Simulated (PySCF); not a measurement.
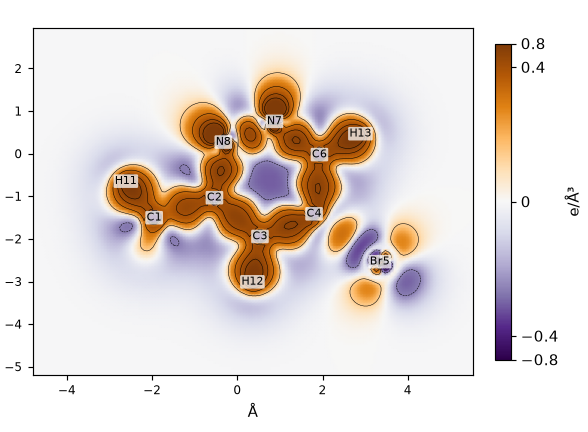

Figure. C5H5BrN2, SMILES `Cc1cc(Br)cnn1`. Deformation density (molecule less spherical, spin-averaged free atoms) in a plane through 11 of the atoms; colour scale in e/Å³, logarithmic beyond ±0.1; orange: gain, purple: loss.

PySCF calculation, PBE0/aug-cc-pVDZ, gas phase; geometry: GFN2-xTB. No frequency check shows the geometry to be a minimum. GFN2-xTB bond lengths at metals and heavier atoms can be off by up to 0.1 Å and shapes distorted, which carries into these values.

### Describe the bonding that the map shows.

The five largest and four smallest: C6–H13: +0.77 e/Å³ at the bond critical point (bond length 1.08 Å). C3–H12: +0.74 e/Å³ at the bond critical point (bond length 1.08 Å). C1–H11: +0.70 e/Å³ at the bond critical point (bond length 1.09 Å). C3–C4: +0.62 e/Å³ at the bond critical point (bond length 1.38 Å). C4–C6: +0.60 e/Å³ at the bond critical point (bond length 1.40 Å). C6–N7: +0.55 e/Å³ at the bond critical point (bond length 1.31 Å). N7–N8: +0.50 e/Å³ at the bond critical point (bond length 1.30 Å). C1–C2: +0.49 e/Å³ at the bond critical point (bond length 1.49 Å). C4–Br5: +0.17 e/Å³ at the bond critical point (bond length 1.91 Å). In all, 3.2 electrons gather in the regions of gain relative to the promolecule.
